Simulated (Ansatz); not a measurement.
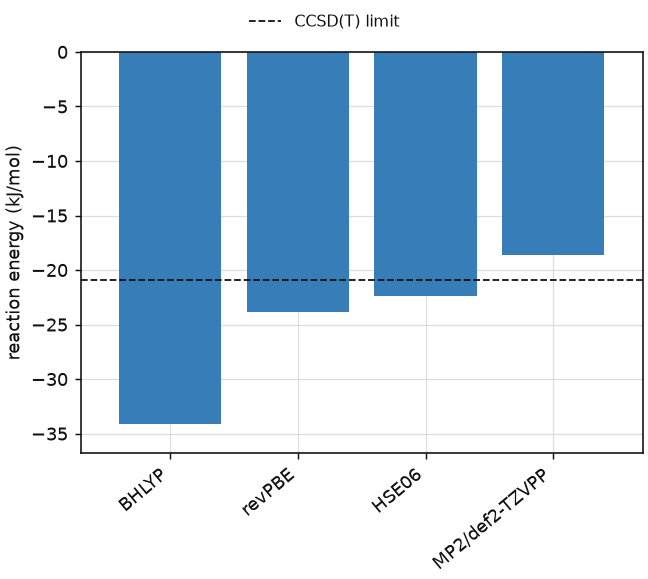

Electronic reaction energy of TiH₄SO₃ ([OH][Ti]([OH])([OH])[SH]) + H₂O (O) → TiH₄O₄ ([OH][Ti]([OH])([OH])[OH]) + H₂S (S) (SMILES in brackets) at several levels (functionals in def2-TZVPP unless a basis is named), isolated molecules at PBE0-D4 triple-zeta geometries, minima by their frequencies, no zero-point or thermal terms, the Ansatz code. The line is frozen-core CCSD(T) at the basis limit (MP2 extrapolated from triple and quadruple zeta, plus CCSD(T) less MP2 in a smaller set). The distance of MP2/def2-TZVPP to the limit includes basis error. The limit lies 4.4 kJ/mol from CCSD(T)/def2-TZVPP, so the line itself is uncertain by a part of that.

**What range do the values span, the line included?**

From −34.1 kJ/mol (BHLYP) to −18.7 kJ/mol (MP2/def2-TZVPP).

**Give the values.**

| level | kJ/mol | less CCSD(T) limit |
| --- | --- | --- |
| BHLYP | −34.1 | −13.2 |
| revPBE | −23.9 | −3.0 |
| HSE06 | −22.4 | −1.5 |
| MP2/def2-TZVPP | −18.7 | 2.2 |
| CCSD(T) limit | −20.9 | 0.0 |

Known limits of this run: no scalar relativity up to krypton; outer-core shells are correlated without core-valence functions, which makes the correlated values less sure.
